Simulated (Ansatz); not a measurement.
C12H24 (SMILES C=CCCCCCCCCCC) (charge +1, doublet)

| atom | x (Å) | y (Å) | z (Å) |
| --- | --- | --- | --- |
| C | 6.2675 | -0.3976 | -0.6110 |
| C | 5.5113 | 0.0707 | 0.4421 |
| C | 4.0538 | -0.0752 | 0.5439 |
| C | 3.4152 | 1.2705 | 0.0364 |
| C | 1.9072 | 1.3209 | 0.3279 |
| C | 1.0751 | 0.2579 | -0.3743 |
| C | -0.4219 | 0.5284 | -0.2191 |
| C | -1.2959 | -0.5722 | -0.8455 |
| C | -2.7826 | -0.2969 | -0.7432 |
| C | -3.3794 | -0.3637 | 0.6715 |
| C | -4.8765 | -0.1286 | 0.7296 |
| C | -5.7100 | -1.2630 | 0.1475 |
| H | 7.3553 | -0.2819 | -0.6233 |
| H | 5.7992 | -0.9149 | -1.4559 |
| H | 6.0201 | 0.6345 | 1.2359 |
| H | 3.6776 | -0.9090 | -0.0687 |
| H | 3.7453 | -0.2171 | 1.5929 |
| H | 3.6089 | 1.3619 | -1.0453 |
| H | 3.9107 | 2.1251 | 0.5262 |
| H | 1.7333 | 1.2838 | 1.4178 |
| H | 1.5847 | 2.3308 | 0.0043 |
| H | 1.2986 | -0.7448 | 0.0350 |
| H | 1.3375 | 0.2222 | -1.4480 |
| H | -0.6819 | 0.6147 | 0.8539 |
| H | -0.6682 | 1.5059 | -0.6717 |
| H | -1.0591 | -1.5468 | -0.3822 |
| H | -1.0124 | -0.6560 | -1.9123 |
| H | -3.3192 | -1.0733 | -1.3352 |
| H | -3.0328 | 0.6692 | -1.2182 |
| H | -3.1233 | -1.3326 | 1.1374 |
| H | -2.8693 | 0.4207 | 1.2719 |
| H | -5.1797 | 0.0046 | 1.7904 |
| H | -5.1239 | 0.8327 | 0.2430 |
| H | -6.7872 | -1.0653 | 0.2417 |
| H | -5.4840 | -1.3874 | -0.9300 |
| H | -5.4942 | -2.2283 | 0.6346 |

Geometry: r2SCAN-D4/def2-SVP.

Theory: UKS PBE0-D4/def2-SVP in Ansatz.

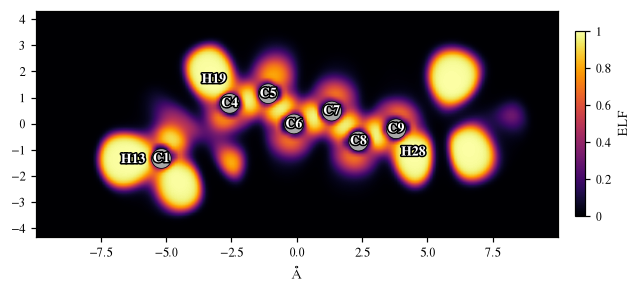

Figure 1. Electron localisation function on the plane of atoms C6, C7 and C8. Grey discs cover the atomic cores.

What does the map show?

- The section cuts through C and H sites.
- C–H (1.09 Å): the ELF climbs to about 1 towards the hydrogen, as it does in any bond to H: a covalent bond by its length.
- C–C (1.52 Å): the ELF peaks at about 0.95 between the atoms; localised, covalent bonding.

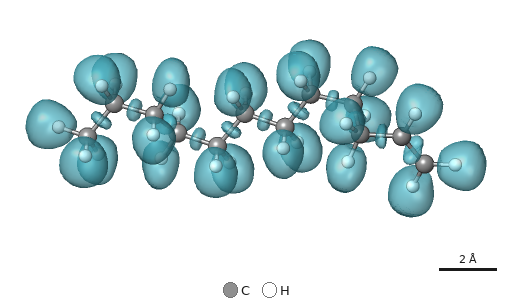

Figure 2. Isosurface of the ELF at 0.85 (cyan), seen at a tilt. Only the valence region is drawn (cores and ρ < 0.01 e/Å³ removed).

Where are the electrons localised?

The surface consists of eleven regions between bonded C–C atoms (shared pairs) and 24 regions around hydrogen nuclei.


C–C (1.38 Å): the ELF peaks at about 0.95 between the atoms: a covalent bond.

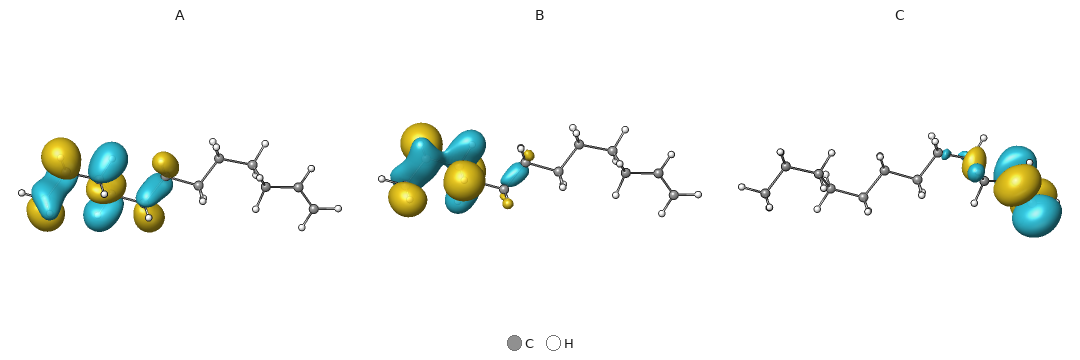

Figure 3. Three frontier orbitals at ±0.1 Å⁻³ᐟ² (yellow and cyan are the two phases), in no order.

Order the three orbitals by energy and name them. All are α orbitals.

B is the HOMO−1 (α) (−11.70 eV). By Hirshfeld shares it lies mainly on C11 (about 15 %), C10 (about 15 %), H33 (about 15 %), H30 (about 10 %), C12 (about 10 %) and C9 (about 5 %). A is the HOMO (α) (−11.22 eV). By Hirshfeld shares it lies mainly on C11 (about 15 %), C9 (about 15 %), C10 (about 15 %), C12 (about 10 %), H32 (about 10 %) and H35 (about 5 %). C is the LUMO (α) (−5.57 eV). Its weight (Hirshfeld) is mainly on C2 (about 40 %) and C1 (about 35 %); π-antibonding (π*) across C2–C1.

What is the gap between the highest occupied and lowest empty α orbitals?

5.65 eV between the orbital energies.
